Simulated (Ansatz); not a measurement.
# TiFe (Pm-3m): phonons and vibrational spectra

Aim: the vibrations of TiFe (Pm-3m), their spectra, and whether the structure is stable.

Method: DFT PBEsol, scalar-relativistic, plane waves, PAW, in Ansatz 0.2.0.

## 1. The starting structure

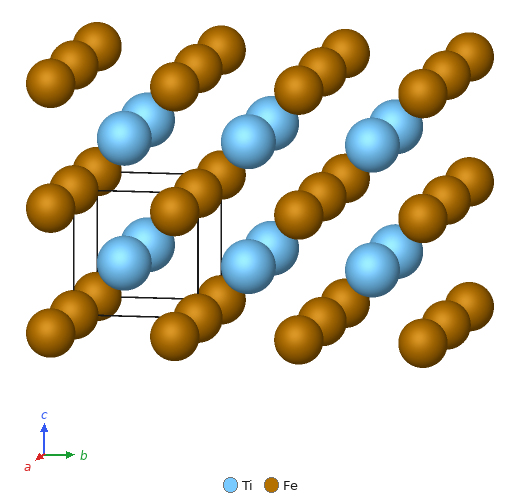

The cell as given, slightly off an axis (titanium blue, iron orange). 2×3×2 cells are drawn. Some periodic images of atoms are drawn too.

## 2. Rough relaxation

A rough relaxation comes first, because large forces or stress need no tight tolerances yet.

input.yaml reads:

```yaml
crystal:
  lattice:
    - [2.976, 0.0, 0.0]
    - [0.0, 2.976, 0.0]
    - [0.0, 0.0, 2.976]
  atoms:
    - { symbol: Ti, position: [0.5, 0.5, 0.5] }
    - { symbol: Fe, position: [0.0, 0.0, 0.0] }
kpoints:
  mp_grid: { grid: [6, 6, 6] }
hamiltonian:
  xc: pbesol
scf:
  occupations: { method: gaussian, width: 0.1 }
output:
  forces: true
  stress: true
  eigenvalues: true
relax:
  adjacent_minimum: "off"
  f_tol: 0.05
  max_steps: 80
  cell: { stress_tol: 0.5 }
```

The run is started by

```
ansatz run input.yaml --threads 4 --pin off --max-ram 7168MiB --backend cpu --events-out ev --progress --plain --runs-dir out
```

Numbers of over 12 decimals in the logs are rounded to 6 here.

What it wrote:

```text
The last accepted step is kept in <dir> (removed where the run ends without a failure and the disk answers)
Engine: ansatz 0.2.0, aarch64-unknown-linux-gnu
Pseudopotentials: kind: paw
Pseudopotential: Ti, paw, valence charge 12, recommended cutoff 420 eV (normal), Ti.paw.azcp
Pseudopotential: Fe, paw, valence charge 16, recommended cutoff 420 eV (normal), Fe.paw.azcp
Functional definition: PBEsol
  exchange = pbesol_x
[...]
--- Relaxed structure (3 steps of the walk, 3 accepted, 1 SCFs on fresh bases) ---
  F+E_penalty+E_count = -6923.66077752 eV   max|allowed force component| = 6.147e-30 eV/Å   (the final SCF, on the basis selected at the relaxed cell)
  cell:  # Å, volume = 24.8966 Å³
    - [2.919979, 0, 0.0]
    - [0, 2.919979, 0.0]
    - [0.0, 0.0, 2.919979]
  atoms:
    - { symbol: Ti, position: [0.5, 0.5, 0.5] }
    - { symbol: Fe, position: [0, 0, 0.0] }
[key lines of the parts left out:]
SCF converged after 6 iterations
Free energy (F): -6923.660778 eV
Fermi energy:    18.031186 eV
P = ⅓ Tr σ = -0.0548 GPa (-0.548 kbar)
```

The job ended after 2 s (4 threads of Arm Neoverse V1, shared host; peak memory 0.31 GiB; 4.1 s of CPU time).

This run has no spin polarisation, although Fe can carry a moment.

Step by step:

| step | energy less that of the first step (eV) | largest force component (eV/Å) | pressure (GPa) | volume (Å³) |
| --- | --- | --- | --- | --- |
| 1 | 0.0000 | 0.0000 | -10.69 | 26.36 |
| 2 | -0.0517 | 0.0000 | 0.52 | 24.83 |
| 3 | -0.0517 | 0.0000 | -0.04 | 24.90 |
| 4* | -0.0514 | 0.0000 | -0.05 | 24.90 |

Relaxation steps marked * repeat the geometry before them on a plane-wave basis chosen anew for their cell, so energy and pressure can jump there.

Forces are held to the 48 operations that the run works with; a distortion that breaks them can't arise in this run.

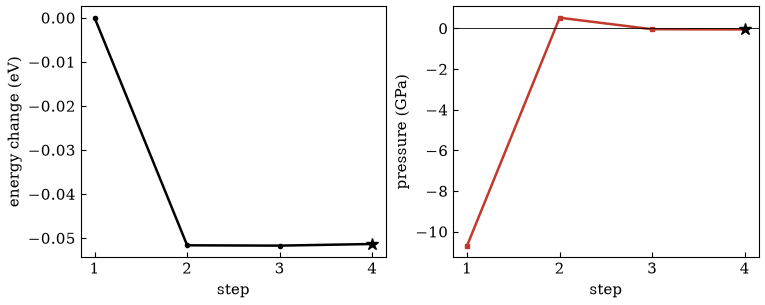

Energy and pressure along the relaxation. Stars mark steps on a basis chosen anew.

| conventional cell, symmetrised | before | after | change |
| --- | --- | --- | --- |
| a (Å) | 2.976 | 2.920 | -1.9 % |
| b (Å) | 2.976 | 2.920 | -1.9 % |
| c (Å) | 2.976 | 2.920 | -1.9 % |
| volume (Å³/atom) | 13.18 | 12.45 | -5.5 % |

The relaxed structure:

```cif
data_structure
_symmetry_space_group_name_H-M 'P 1'
_symmetry_Int_Tables_number 1
_cell_length_a 2.9200
_cell_length_b 2.9200
_cell_length_c 2.9200
_cell_angle_alpha 90.000
_cell_angle_beta 90.000
_cell_angle_gamma 90.000
_cell_volume 24.90
loop_
_atom_site_label
_atom_site_type_symbol
_atom_site_fract_x
_atom_site_fract_y
_atom_site_fract_z
_atom_site_occupancy
Ti1 Ti 0.50000 0.50000 0.50000 1
Fe2 Fe 0.00000 0.00000 0.00000 1
```

Numbers from this step:

* pressure: -0.05481 GPa
* volume per atom: 12.45 Å³
* gap on the k-mesh: 0 eV

In this step the volume went from 13.18 to 12.45 Å³/atom.

## 3. Relaxation

Harmonic phonons are second derivatives at a point where the forces vanish, and they are wanted at zero stress, so atoms and cell are relaxed first.

input.yaml, the sections that differ from step 2:

```yaml
crystal:
  lattice:
    - [2.9199791784, 0.0, 0.0]
    - [0.0, 2.9199791784, 0.0]
    - [0.0, 0.0, 2.9199791784]
  atoms:
    - { symbol: Ti, position: [0.5, 0.5, 0.5] }
    - { symbol: Fe, position: [0.0, 0.0, 0.0] }
kpoints:
  mp_grid: { grid: [14, 14, 14] }
relax:
  adjacent_minimum: "off"
  f_tol: 0.005
  max_steps: 80
  cell: { stress_tol: 0.05 }
# hamiltonian, scf, output: as in step 2
```

What it wrote:

```text
[...]
Crystal: 2 atoms, lattice volume = 24.897 Å³
Basis set: ecut = 420 eV, 461 PW (Γ), exchange–correlation on 40×40×40 points (8 copies of the dense FFT grid, shifted against one another)
Bands: 18, of which v1, the nominal top of the filled ones, is band 14 counted from 1 (13 counted from 0)
Symmetry: 48 space group operations
[...]
k-points: 120 of 2744
[...]
k-point 119: bands = [... 10 lower, 15.9197, 16.0999, 16.0999, 16.0999, 18.2033, 18.2033, 21.8227, 21.8227]
--- Relaxed structure (3 steps of the walk, 3 accepted, 1 SCFs on fresh bases) ---
[...]
cell:  # Å, volume = 24.8041 Å³
    - [2.916360, 0, 0]
    - [0, 2.916360, 0]
    - [0, 0, 2.916360]
  atoms:
    - { symbol: Ti, position: [0.500000, 0.500000, 0.500000] }
    - { symbol: Fe, position: [0, 0, 0] }
[key lines of the parts left out:]
SCF converged after 8 iterations
Free energy (F): -6923.697829 eV
Fermi energy:    18.119579 eV
P = ⅓ Tr σ = -0.0020 GPa (-0.020 kbar)
```

Wall time 3.9 s (4 threads); peak memory 0.38 GiB; 13 s of CPU time.

Step by step:

| step | energy less that of the first step (eV) | largest force component (eV/Å) | pressure (GPa) | volume (Å³) |
| --- | --- | --- | --- | --- |
| 1 | 0.0000 | 0.0000 | -0.78 | 24.90 |
| 2 | -0.0003 | 0.0000 | -0.07 | 24.81 |
| 3 | -0.0003 | 0.0000 | 0.00 | 24.80 |
| 4* | -0.0002 | 0.0000 | 0.00 | 24.80 |

Relaxation steps marked * repeat the geometry before them on a plane-wave basis chosen anew for their cell, so energy and pressure can jump there.

Forces are held to the 48 operations that the run works with; a distortion that breaks them can't arise in this run.

| conventional cell, symmetrised | before | after | change |
| --- | --- | --- | --- |
| a (Å) | 2.920 | 2.916 | -0.1 % |
| b (Å) | 2.920 | 2.916 | -0.1 % |
| c (Å) | 2.920 | 2.916 | -0.1 % |
| volume (Å³/atom) | 12.45 | 12.40 | -0.4 % |

The relaxed structure:

```
Ti Fe
1.0
     2.91636    0.00000    0.00000
     0.00000    2.91636    0.00000
     0.00000    0.00000    2.91636
Ti Fe
1 1
Direct
  0.50000 0.50000 0.50000
  0.00000 0.00000 0.00000
```

Numbers from this step:

```
pressure        : -0.001993 GPa
volume per atom : 12.40 Å³
```

In this step the volume went from 12.45 to 12.40 Å³/atom.

## 4. Tight relaxation

Phonons need a cell at rest on their own settings, so the relaxation is repeated with tight tolerances on forces and stress, using the mesh and the filling of the phonon run that follows.

input.yaml reads:

```yaml
crystal:
  lattice:
    - [2.9163601814, 0.0, 0.0]
    - [0.0, 2.9163601814, 0.0]
    - [0.0, 0.0, 2.9163601814]
  atoms:
    - { symbol: Ti, position: [0.5, 0.5, 0.5] }
    - { symbol: Fe, position: [0.0, 0.0, 0.0] }
kpoints:
  mp_grid: { grid: [16, 16, 16] }
hamiltonian:
  xc: pbesol
scf:
  occupations: { method: methfessel_paxton, width: 0.15 }
output:
  forces: true
  stress: true
  eigenvalues: true
relax:
  adjacent_minimum: "off"
  f_tol: 0.001
  max_steps: 60
  cell: { stress_tol: 0.01 }
```

What it wrote:

```text
[...]
Crystal: 2 atoms, lattice volume = 24.804 Å³
Basis set: ecut = 420 eV, 461 PW (Γ), exchange–correlation on 40×40×40 points (8 copies of the dense FFT grid, shifted against one another)
Bands: 18, of which v1, the nominal top of the filled ones, is band 14 counted from 1 (13 counted from 0)
Symmetry: 48 space group operations
[...]
k-points: 165 of 4096
[...]
k-point 164: bands = [... 10 lower, 15.9250, 16.1058, 16.1058, 16.1058, 18.2090, 18.2090, 21.8319, 21.8319]
--- Relaxed structure (2 steps of the walk, 2 accepted, 1 SCFs on fresh bases) ---
[...]
cell:  # Å, volume = 24.7973 Å³
    - [2.916092, 0.0, 0.0]
    - [0.0, 2.916092, 0.0]
    - [0.0, 0.0, 2.916092]
  atoms:
    - { symbol: Ti, position: [0.5, 0.5, 0.5] }
    - { symbol: Fe, position: [0.0, 0, 0] }
[key lines of the parts left out:]
SCF converged after 5 iterations
Free energy (F): -6923.697257 eV
Fermi energy:    18.132020 eV
P = ⅓ Tr σ = -0.0064 GPa (-0.064 kbar)
```

Elapsed: 3.9 s, on 4 threads; peak memory 0.4 GiB.

Little changed from the start: no atom moved by 0.005 Å and no cell edge by 0.1 %.

Numbers from this step:

| Quantity | Value |
| --- | --- |
| pressure | -0.006404 GPa |

The forces vanish by symmetry and the pressure is -0.006 GPa, within the tolerances set. The cell now holds 12.40 Å³/atom.

## 5. Zone-centre response

The zone centre comes first: it holds the modes that light can see, as far as symmetry allows. No field response is asked, since the mesh shows no gap.

input.yaml, the sections that differ from step 4:

```yaml
crystal:
  lattice:
    - [2.9160918122, 0.0, 0.0]
    - [0.0, 2.9160918122, 0.0]
    - [0.0, 0.0, 2.9160918122]
  atoms:
    - { symbol: Ti, position: [0.5, 0.5, 0.5] }
    - { symbol: Fe, position: [0.0, 0.0, 0.0] }
output:
  eigenvalues: true
phonons:
  method: dfpt
# kpoints, hamiltonian, scf: as in step 4
# relax: removed
```

What it wrote:

```text
[...]
Crystal: 2 atoms, lattice volume = 24.797 Å³
Basis set: ecut = 420 eV, 461 PW (Γ), exchange–correlation on 40×40×40 points (8 copies of the dense FFT grid, shifted against one another)
Bands: 18, of which v1, the nominal top of the filled ones, is band 14 counted from 1 (13 counted from 0)
Symmetry: 48 space group operations
k-points: 405 of 4096 (irreducible under 8 space group operations, time reversal used)
[...]
SCF iter   1: F=—  HF=-6923.705639 eV  |F-HF|=—  |Δ(HF+E_count)|=         —  Δρ=2.19e-2  dr2=9.57e-2  ethr=1.77e-3  ⟨swp⟩=3.6  Hψ=26435  notcnv=0
[...]
SCF iter   7: F=-6923.697257 eV  HF=-6923.697257 eV  |F-HF|=2.73e-12  |Δ(HF+E_count)|=  1.49e-10  S|Δr|=    0.00e0  Δρ=1.90e-7  dr2=3.43e-12  ethr=1.00e-12  ⟨swp⟩=4.0  Hψ=37070  notcnv=0
SCF 1 converged in 7 iterations: F = -6923.697257 eV  dr2 = 3.43e-12
[...]
DFPT response loops at Γ: preconditioner auto → Kerker (q_TF=auto, 2.784 Å⁻¹) (partly filled bands, converged f_vac=0.000); β = 1.00, the filter's whole step (`scf.mixing.beta` (0.50) is not read by the response loops under this deck's `scf.mixing.preconditioner`; to damp them name `kerker` or `kerker_dos`, under which they read `scf.mixing.beta`, and type it under 1.00, their step now; both keys bind the ground state too); Broyden in place of MSR1
SCF converged after 7 iterations
[...]
Free energy (F): -6923.697257 eV
[...]
Internal energy: -6923.698290 eV  (E = F + TS)
E sigma→0 (E₀):  -6923.697515 eV
Entropy (-TS):   0.001033 eV (0.517 meV/atom)
Fermi energy:    18.132022 eV
[...]
--- Band table (eV; the first three rows and the last of 405) ---
  k-point 0: bands = [... 10 lower, 14.1449, 17.0802, 17.0802, 17.0802, 19.4591, 19.4591, 21.5112, 21.5112]
  k-point 1: bands = [... 10 lower, 14.1905, 17.0738, 17.0738, 17.0990, 19.4066, 19.4795, 21.3810, 21.3810]
  k-point 2: bands = [... 10 lower, 14.3192, 17.0570, 17.0570, 17.1538, 19.2516, 19.5342, 21.0405, 21.0405]
  k-point 404: bands = [... 10 lower, 15.9250, 16.1058, 16.1058, 16.1058, 18.2090, 18.2090, 21.8319, 21.8319]
--- Phonons (Γ-DFPT): 2 representative perturbations + reference, on 405 of 4096 k-points (Σ response iterations 6) ---
  k mesh reduced under 8 symmetry operations, with k and −k counted as one. Each operation leaves every solved perturbation unchanged. A smaller set is not used because it would not reduce the number of displacements times k-points to solve
  ASR residual: 8.792e-5 → 0.000e0 eV/Å²; symmetrization residual: 9.375e-6 eV/Å²
  ASR residual per site (eV/Å²): 5.37e-5 8.79e-5
  Γ frequencies (cm⁻¹): 0.00 0.00 0.00 251.57 251.57 251.57
  non-analytic LO–TO correction: not included (Born effective charges unavailable; polar crystals: no LO–TO splitting at Γ)
```

Elapsed: 14 s, on 4 threads; peak memory 0.89 GiB; 50 s of CPU time.

In the SCF lines HF is the Harris–Foulkes energy and dr2 the Hartree energy of the density residual, in eV; the loop may stop once dr2 is under the threshold and the program's other checks hold. Hψ counts applications of the Hamiltonian.

Numbers from this step:

```yaml
sum_rule_residual_before_enforcement: 8.79e-5 eV/Å²
point_group: m-3m
highest_optical_mode_at_the_zone_centre_no_lo_to_term: 251.6 cm⁻¹
lowest_optical_zone_centre_mode: 251.6 cm⁻¹
```

Patterns of degenerate modes are one choice out of their space. Modes at Γ, with each element's share of the kinetic energy:

| mode | frequency (cm⁻¹) | symmetry | Ti % | Fe % |
| --- | --- | --- | --- | --- |
| 1 | 0.0 | acoustic | 46 | 54 |
| 2 | 0.0 | acoustic | 46 | 54 |
| 3 | 0.0 | acoustic | 46 | 54 |
| 4 | 251.6 | T1u | 54 | 46 |
| 5 | 251.6 | T1u | 54 | 46 |
| 6 | 251.6 | T1u | 54 | 46 |

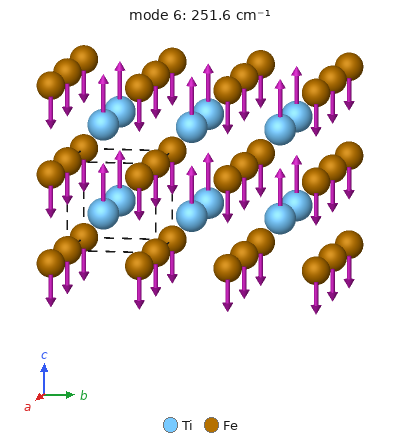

Displacement patterns of mode 6 at Γ; arrows are exaggerated. 2×3×2 cells are drawn. Some periodic images of atoms are drawn too.

Before it was imposed, the acoustic sum rule was missed by 8.8e-5 eV/Å². Small misses are needed for a sound result but don't prove that mesh and cutoff are converged. The lowest optical mode is real, 252 cm⁻¹.

(Continued in part 2 of 2.)

[Logs are printed without paths, hosts, clocks, repeated set-up lines and the standing remarks that a program may print on its own settings, such as how far it seeks lower states.]

[Hosts, paths, dates, database ids (printed as entryN), source tags and the programs' standing remarks are cut or masked in the printed files.]
